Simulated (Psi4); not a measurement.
Property calculation of ZrH2S2F2

The run: property calculation of ZrH2S2F2, SMILES [F][Zr]([F])([SH])[SH]. Method and program: PBE0/def2-TZVPP, RKS, dispersion D4, core potentials def2 (Psi4 1.11).

The geometry was optimised with PBE0/def2-TZVP.

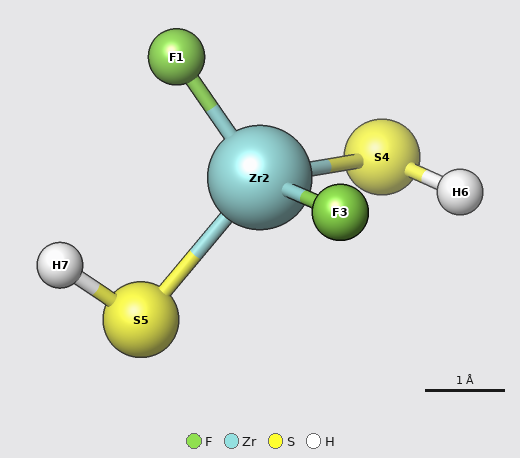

Fig. 1: The structure (ball-and-stick view, seen at a tilt; atoms are numbered from 1 in the order of the input). Sticks mark near contacts. Bond lengths as drawn: F–Zr 1.89 Å, H–S 1.35 Å and S–Zr 2.43 to 2.44 Å.

Key numbers

```json
{"quantity": "outcome", "value": "converged"}
{"quantity": "total energy", "value": "−1044.245792 hartree"}
{"quantity": "dispersion energy", "value": "−0.006116 hartree"}
{"quantity": "basis functions", "value": "230"}
{"quantity": "HOMO", "value": "−7.89 eV"}
{"quantity": "LUMO", "value": "−2.19 eV"}
{"quantity": "dipole moment", "value": "0.46 D"}
{"quantity": "hardware", "value": "2 threads of Intel Xeon @ 2.50GHz (Skylake/Cascade Lake), 189 GiB of memory available, shared host"}
{"quantity": "wall time", "value": "36 s (CPU time 1.7 min)"}
{"quantity": "peak memory", "value": "2.2 GiB"}
```

The input (job.inp)
```
memory 3300 mb

molecule {
  0 1
  F     -0.209049    -2.036536    -0.707045
  Zr     0.116204    -0.375539     0.134108
  F      1.096674    -0.552072     1.741962
  S     -1.943732     0.793833     0.692397
  S      1.321811     1.004721    -1.470669
  H     -1.478581     0.997914     1.941395
  H      1.666261    -0.098325    -2.165922
  symmetry c1
}

set {
  basis                def2-TZVPP
  reference            rks
  scf_type             df
  dft_radial_points    99
  dft_spherical_points 590
}

energy_value, wavefunction = energy("pbe0-d4", return_wfn=True)
oeprop(wavefunction, "DIPOLE", "MULLIKEN_CHARGES", "LOWDIN_CHARGES", "WIBERG_LOWDIN_INDICES")
```

Run as:
```bash
psi4 -i job.inp -o job.out -n 2
```

Log
```
Psi4 1.11 release

   => Loading Basis Set <=

    Name: DEF2-TZVPP
    Role: ORBITAL
    Keyword: BASIS

    !!!  WARNING: ECP capability is in beta. Please check occupations closely.  !!!

   => PBE0-D4(BJ,EEQ)ATM: Empirical Dispersion <=

        a1 =       0.400856
        a2 =       5.029288
       alp =      16.000000
        s6 =       1.000000
        s8 =       1.200655
        s9 =       1.000000
        ga =       3.000000
        gc =       2.000000
        wf =       6.000000

         ---------------------------------------------------------
                                   SCF
                              RKS Reference
                        2 Threads,   3147 MiB Core
         ---------------------------------------------------------

  ==> Geometry <==

    Molecular point group: c1
    Full point group: C1

    Geometry (in Angstrom), charge = 0, multiplicity = 1:

       Center              X                  Y                   Z               Mass
    ------------   -----------------  -----------------  -----------------  -----------------
         F           -0.248333732765    -1.909991845377    -0.741138746501    18.998403162730
         ZR           0.076919267235    -0.248994845377     0.100014253499    89.904697700000
         F            1.057389267235    -0.425527845377     1.707868253499    18.998403162730
         S           -1.983016732765     0.920377154623     0.658303253499    31.972071174400
         S            1.282526267235     1.131265154623    -1.504762746501    31.972071174400
         H           -1.517865732765     1.124458154623     1.907301253499     1.007825032230
         H            1.626976267235     0.028219154623    -2.200015746501     1.007825032230

  Running in c1 symmetry.

  Rotational constants: A =      0.06570  B =      0.04759  C =      0.04014 [cm^-1]
  Rotational constants: A =   1969.51564  B =   1426.79236  C =   1203.35443 [MHz]
  Nuclear repulsion =  304.621946801952504

  Charge       = 0
  Multiplicity = 1
  Electrons    = 64
  Nalpha       = 32
  Nbeta        = 32

  ==> Algorithm <==

  SCF Algorithm Type is DF.
  DIIS enabled.
  MOM disabled.
  Fractional occupation disabled.
  Guess Type is SAD.
  Energy threshold   = 1.00e-06
  Density threshold  = 1.00e-06
  Integral threshold = 1.00e-12

  ==> Primary Basis <==

  Basis Set: DEF2-TZVPP
    Blend: DEF2-TZVPP
    Number of shells: 78
    Number of basis functions: 230
    Number of Cartesian functions: 269
    Spherical Harmonics?: true
    Max angular momentum: 4

  Core potential: DEF2-TZVPP
    Number of shells: 4
    Number of ECP primitives: 14
    Number of ECP core electrons: 28
    Max angular momentum: 3

  ==> DFT Potential <==

   => LibXC <=

    Version 7.1.2

   => Composite Functional: PBE0-D4BJEEQATM <=

    PBE0-d4bjeeqatm Hyb-GGA Exchange-Correlation Functional

    Deriv               =              1
    GGA                 =           TRUE
    Meta                =          FALSE

    Exchange Hybrid     =           TRUE
    MP2 Hybrid          =          FALSE

   => Exchange Functionals <=

    0.7500   Perdew, Burke & Ernzerhof

   => Exact (HF) Exchange <=

    0.2500               HF

   => Correlation Functionals <=

    1.0000   Perdew, Burke & Ernzerhof

   => LibXC Density Thresholds  <==

    XC_HYB_GGA_XC_PBEH:  1.00E-15

   => Molecular Quadrature <=

    Radial Scheme          =       TREUTLER
    Pruning Scheme         =           NONE
    Nuclear Scheme         =       TREUTLER

    Blocking Scheme        =         OCTREE
    BS radius alpha        =              1
    Pruning alpha          =              1
    Radial Points          =             99
    Spherical Points       =            590
    Total Points           =         393043
    Total Blocks           =           2889
    Max Points             =            256
    Max Functions          =            194
    Weights Tolerance      =       1.00E-15

   => Loading Basis Set <=

    Name: (DEF2-TZVPP AUX)
    Role: JKFIT
    Keyword: DF_BASIS_SCF

  ==> Integral Setup <==

  DFHelper Memory: AOs need 0.267 GiB; user supplied 0.721 GiB.
  SCF_SUBTYPE=INCORE selected. In-core MEM_DF algorithm will be used.
  Using in-core AOs.

  ==> MemDFJK: Density-Fitted J/K Matrices <==

    J tasked:                   Yes
    K tasked:                   Yes
    wK tasked:                   No
    Memory [MiB]:               738
    Algorithm:                 Core
    Schwarz Cutoff:           1E-12
    Mask sparsity (%):      10.4197
    Fitting Condition:        1E-10

   => Auxiliary Basis Set <=

  Basis Set: (DEF2-TZVPP AUX)
    Blend: DEF2-UNIVERSAL-JKFIT
    Number of shells: 187
    Number of basis functions: 701
    Number of Cartesian functions: 920
    Spherical Harmonics?: true
    Max angular momentum: 6

  Cached 100.0% of DFT collocation blocks in 1.584 [GiB].

  Minimum eigenvalue in the overlap matrix is 1.3258774041E-03.
  Reciprocal condition number of the overlap matrix is 2.5846003242E-04.
    Using symmetric orthogonalization.

  ==> Pre-Iterations <==

  SCF Guess: Superposition of Atomic Densities via on-the-fly atomic UHF (no occupation information).

   -------------------------
    Irrep   Nso     Nmo
   -------------------------
     A        230     230
   -------------------------
    Total     230     230
   -------------------------

  ==> Iterations <==

                           Total Energy        Delta E     RMS |[F,P]|

   @DF-RKS iter SAD: -1043.50135092623350   -1.04350e+03   0.00000e+00
   @DF-RKS iter   1: -1043.97181755362294   -4.70467e-01   3.98104e-03 DIIS/ADIIS
   @DF-RKS iter   2: -1042.95662279718704    1.01519e+00   8.36970e-03 DIIS/ADIIS
   @DF-RKS iter   3: -1044.21089246001293   -1.25427e+00   1.19185e-03 DIIS/ADIIS
   @DF-RKS iter   4: -1044.24328904177082   -3.23966e-02   3.13435e-04 DIIS/ADIIS
   @DF-RKS iter   5: -1044.24563025789280   -2.34122e-03   8.94463e-05 DIIS
   @DF-RKS iter   6: -1044.24577871090855   -1.48453e-04   2.09015e-05 DIIS
   @DF-RKS iter   7: -1044.24578998808602   -1.12772e-05   8.68078e-06 DIIS
   @DF-RKS iter   8: -1044.24579183200944   -1.84392e-06   1.87257e-06 DIIS
   @DF-RKS iter   9: -1044.24579192078249   -8.87730e-08   4.80675e-07 DIIS
  Energy and wave function converged.

  ==> Post-Iterations <==

   Electrons on quadrature grid:
      Ntotal   =   64.0000082802 ; deviation = 8.280e-06

    Orbital Energies [Eh]
    ---------------------

    Doubly Occupied:

       1A    -89.030178     2A    -89.025933     3A    -24.773680
       4A    -24.771800     5A     -8.011668     6A     -8.007386
       7A     -5.947424     8A     -5.943216     9A     -5.943105
      10A     -5.942185    11A     -5.938912    12A     -5.937755
      13A     -2.216493    14A     -1.383711    15A     -1.360684
      16A     -1.338819    17A     -1.177921    18A     -1.156601
      19A     -0.748291    20A     -0.742102    21A     -0.488317
      22A     -0.484641    23A     -0.470259    24A     -0.463650
      25A     -0.461477    26A     -0.446920    27A     -0.430209
      28A     -0.426671    29A     -0.341192    30A     -0.330025
      31A     -0.309096    32A     -0.290112

    Virtual:

      33A     -0.080533    34A     -0.064568    35A     -0.042263
      36A     -0.034720    37A     -0.027635    38A     -0.019468
      39A      0.014986    40A      0.034052    41A      0.036692
      42A      0.058118    43A      0.061511    44A      0.123532
      45A      0.142273    46A      0.144084    47A      0.166312
      48A      0.172665    49A      0.176801    50A      0.181905
      51A      0.188754    52A      0.193427    53A      0.238543
      54A      0.247127    55A      0.259432    56A      0.289570
      57A      0.303455    58A      0.314372    59A      0.325782
      60A      0.331323    61A      0.360057    62A      0.378971
      63A      0.399250    64A      0.414184    65A      0.425428
      66A      0.437910    67A      0.448593    68A      0.451309
      69A      0.510937    70A      0.535798    71A      0.588389
      72A      0.606423    73A      0.629882    74A      0.638902
      75A      0.647159    76A      0.656468    77A      0.660771
      78A      0.682060    79A      0.707061    80A      0.712670
      81A      0.752471    82A      0.757614    83A      0.779634
      84A      0.796453    85A      0.809296    86A      0.825163
      87A      0.839207    88A      0.841562    89A      0.847243
      90A      0.871506    91A      0.875912    92A      0.903268
      93A      0.918933    94A      0.954194    95A      1.054522
      96A      1.076803    97A      1.091077    98A      1.144513
      99A      1.161676   100A      1.172952   101A      1.188350
     102A      1.196789   103A      1.237142   104A      1.252193
     105A      1.278355   106A      1.288998   107A      1.326842
     108A      1.379356   109A      1.384121   110A      1.466184
     111A      1.474251   112A      1.498115   113A      1.520500
     114A      1.525015   115A      1.539531   116A      1.549378
     117A      1.555173   118A      1.567824   119A      1.569278
     120A      1.583763   121A      1.601717   122A      1.623072
     123A      1.633235   124A      1.657934   125A      1.661439
     126A      1.674529   127A      1.718928   128A      1.778354
     129A      1.786003   130A      1.797064   131A      1.813342
     132A      1.835940   133A      1.839280   134A      1.879586
     135A      1.902772   136A      1.913497   137A      1.927048
     138A      1.938556   139A      1.963954   140A      1.980267
     141A      2.087496   142A      2.096184   143A      2.115297
     144A      2.131012   145A      2.225584   146A      2.226148
     147A      2.303884   148A      2.370142   149A      2.427761
     150A      2.449030   151A      2.503884   152A      2.532634
     153A      2.575067   154A      2.617557   155A      2.621825
     156A      2.631290   157A      2.668770   158A      2.676885
     159A      2.727902   160A      2.782628   161A      3.281183
     162A      3.286853   163A      3.308692   164A      3.325753
     165A      3.375481   166A      3.381524   167A      3.390674
     168A      3.415317   169A      3.617857   170A      3.623851
     171A      3.727688   172A      3.767671   173A      3.790290
     174A      3.848976   175A      3.967193   176A      3.968087
     177A      3.991262   178A      3.994516   179A      4.059523
     180A      4.066084   181A      4.172559   182A      4.189897
     183A      4.580229   184A      4.594108   185A      6.776442
     186A      6.788098   187A      6.798019   188A      6.804488
     189A      6.807788   190A      6.816196   191A      6.860893
     192A      6.867784   193A      6.868238   194A      6.870086
     195A      6.872476   196A      6.875431   197A      6.876255
     198A      6.883950   199A      6.887465   200A      6.888012
     201A      6.898782   202A      6.901765   203A      6.914698
     204A      6.917017   205A      6.918765   206A      6.943314
     207A      7.272194   208A      7.285539   209A      8.334611
     210A      8.339147   211A      8.368156   212A      8.370171
     213A      8.591039   214A      8.637993   215A      8.641244
     216A      8.707404   217A      8.708698   218A      8.739486
     219A      8.927682   220A      8.948224   221A      9.200611
     222A      9.217575   223A      9.308972   224A      9.319824
     225A     19.837422   226A     19.895263   227A     20.104718
     228A     56.996074   229A     57.040762   230A     72.475722

    Final Occupation by Irrep:
              A
    DOCC [    32 ]
    NA   [    32 ]
    NB   [    32 ]

  @DF-RKS Final Energy: -1044.24579192078249

   => Energetics <=

    Nuclear Repulsion Energy =            304.6219468019525038
    One-Electron Energy =               -2066.9170466430459783
    Two-Electron Energy =                 777.5436137026931647
    DFT Exchange-Correlation Energy =     -59.4881900734979112
    Empirical Dispersion Energy =          -0.0061157088844658
    VV10 Nonlocal Energy =                  0.0000000000000000
    Total Energy =                      -1044.2457919207824943

Computation Completed

Properties will be evaluated at   0.000000,   0.000000,   0.000000 [a0]

Properties computed using the SCF density matrix

 Multipole Moments:

 ------------------------------------------------------------------------------------
     Multipole            Electronic (a.u.)      Nuclear  (a.u.)        Total (a.u.)
 ------------------------------------------------------------------------------------

 L = 1.  Multiply by 2.5417464519 to convert [e a0] to [Debye]
 Dipole X            :          5.5406520           -5.4692565            0.0713955
 Dipole Y            :        -18.9764161           18.8430996           -0.1333165
 Dipole Z            :          7.5383699           -7.4366955            0.1016744
 Magnitude           :                                                    0.1822314

 ------------------------------------------------------------------------------------

	total time  =         32 seconds =       0.53 minutes

Properties will be evaluated at   0.000000,   0.000000,   0.000000 [a0]
OEProp: No title given, name of density matrix used for the following properties is 'SCF density'

 Multipole Moments:

 ------------------------------------------------------------------------------------
     Multipole            Electronic (a.u.)      Nuclear  (a.u.)        Total (a.u.)
 ------------------------------------------------------------------------------------

 L = 1.  Multiply by 2.5417464519 to convert [e a0] to [Debye]
 Dipole X            :          5.5406520           -5.4692565            0.0713955
 Dipole Y            :        -18.9764161           18.8430996           -0.1333165
 Dipole Z            :          7.5383699           -7.4366955            0.1016744
 Magnitude           :                                                    0.1822314

 ------------------------------------------------------------------------------------
  Mulliken Charges: (a.u.)
   Center  Symbol    Alpha    Beta     Spin     Total
       1     F     4.67948  4.67948  0.00000 -0.35896
       2    ZR     5.44763  5.44763  0.00000  1.10474
       3     F     4.68002  4.68002  0.00000 -0.36005
       4     S     8.15753  8.15753  0.00000 -0.31506
       5     S     8.16117  8.16117  0.00000 -0.32235
       6     H     0.43612  0.43612  0.00000  0.12776
       7     H     0.43804  0.43804  0.00000  0.12393

   Total alpha = 32.00000, Total beta = 32.00000, Total charge = -0.00000

  Lowdin Charges: (a.u.)
   Center  Symbol    Alpha    Beta     Spin     Total
       1     F     4.47130  4.47130  0.00000  0.05739
       2    ZR     6.37834  6.37834  0.00000 -0.75668
       3     F     4.47237  4.47237  0.00000  0.05526
       4     S     7.78169  7.78169  0.00000  0.43662
       5     S     7.78698  7.78698  0.00000  0.42603
       6     H     0.55395  0.55395  0.00000 -0.10789
       7     H     0.55537  0.55537  0.00000 -0.11074

  Total alpha = 32.00000, Total beta = 32.00000, Total charge =  0.00000

  Wiberg Bond Indices using Orthogonal Lowdin Orbitals:

  Irrep: 1 Size: 7 x 7

                 1                   2                   3                   4                   5

    1     0.00000000000000     1.93781041558791     0.01722581806742     0.02549167178885     0.02099951013679
    2     1.93781041558791     0.00000000000000     1.93170241466248     1.89320693542218     1.88189344451851
    3     0.01722581806742     1.93170241466248     0.00000000000000     0.02086231580486     0.02847539349354
    4     0.02549167178885     1.89320693542218     0.02086231580486     0.00000000000000     0.04805196337875
    5     0.02099951013679     1.88189344451851     0.02847539349354     0.04805196337875     0.00000000000000
    6     0.00161981834896     0.22631043500802     0.00500529947118     1.16821443033227     0.00286861176004
    7     0.00440537225081     0.22362307530420     0.00128668609030     0.00482037194061     1.17089615105779

                 6                   7

    1     0.00161981834896     0.00440537225081
    2     0.22631043500802     0.22362307530420
    3     0.00500529947118     0.00128668609030
    4     1.16821443033227     0.00482037194061
    5     0.00286861176004     1.17089615105779
    6     0.00000000000000     0.00034685878986
    7     0.00034685878986     0.00000000000000

  Atomic Valences:

 #  #
 Irrep: 1
      1:    2.007552606180741
      2:    8.094546720503295
      3:    2.004557927589778
      4:    3.160647688667520
      5:    3.153185074345412
      6:    1.404365453710331
      7:    1.405378515433569

    Psi4 run time: 0:00:32.37
```

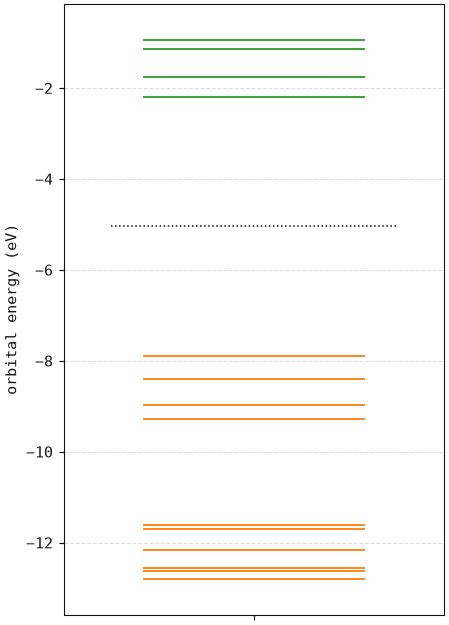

Fig. 2: Orbital energies near the frontier; the dotted line parts filled from empty levels, and levels within 0.02 eV of each other stand side by side. Highest filled −7.89 eV, lowest empty −2.19 eV, 5.70 eV apart.
